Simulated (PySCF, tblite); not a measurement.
**CH3O3S radical: geometry, infrared bands and EPR parameters**

Aim: predict the infrared bands and EPR parameters of CH3O3S radical (`[CH2]S(=O)(=O)O`).

The runs use tblite 0.8.0 and PySCF 2.14.0, with density-fitted response routines of our own; the level of theory stands in each step. All values are computed, except where a source is named. Atoms count from 0, in the outputs and in this text.

**1. Starting geometry**

8 atoms, charge 0, multiplicity 2; geometry from: force field or distance geometry start.

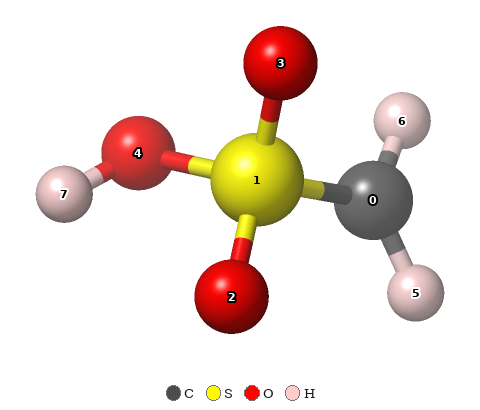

The starting geometry (carbon dark grey, sulfur yellow, oxygen red, hydrogen pink), atoms numbered.

**2. Relaxing the molecule with GFN2-xTB**

What the job is given:

```
{"job": {"kind": "relax", "xc": "GFN2-xTB", "basis": "xTB"}, "charge": 0, "multiplicity": 2}
C      1.198400    -0.230800    -0.331000
S     -0.446700    -0.322900     0.146900
O     -1.272700    -0.628500    -0.976600
O     -0.544400    -1.049400     1.389100
O     -0.700600     1.224800     0.496300
H      1.439500    -0.436000    -1.359000
H      1.940000     0.003600     0.406200
H     -1.604300     1.448600     0.203500
```

Run with:

```sh
$ OMP_NUM_THREADS=1 python probes_run.py task.json out
```

One launch serves the whole session: the jobs run in the order shown.

**Question.** This job is followed by: GFN2-xTB harmonic vibrations, gas phase; UKS B3LYP, pcH-1 on C H O S, non-relativistic, mean-field spin-orbit, GIAO. What will the session give for the following? strongest single infrared mode (GFN2-xTB); zero-point energy (GFN2-xTB); g(iso) (B3LYP); ⟨S²⟩; largest a(iso) (averaged by class); surface potential, least and greatest.

As calculated:

| quantity | value |
| --- | --- |
| strongest single infrared mode (GFN2-xTB) | 1277 cm⁻¹, 468 km/mol |
| zero-point energy (GFN2-xTB) | 27.6 kcal/mol |
| g(iso) (B3LYP) | 2.00236 |
| ⟨S²⟩ | 0.754 (exact 0.75) |
| largest a(iso) (averaged by class) | 13C on C0, 111.9 MHz |
| surface potential, least and greatest | -1.48 V and 3.02 V |

Over 51 steps the energy fell by 0.065 eV; of the close pairs, C0–S1 changed most, 1.716 to 1.743 Å. No mode is imaginary among the 18: a minimum at this level. The strongest single mode, at 1277 cm⁻¹, is spread over several atoms, S1, O2, O3 among them. Unscaled tight-binding wavenumbers are off by several per cent, some by more. Its intensities can rank the bands wrongly. Most of the unpaired spin sits on C0 (1.02 e). The isotropic g lies 0.0 ppt above the free-electron value.
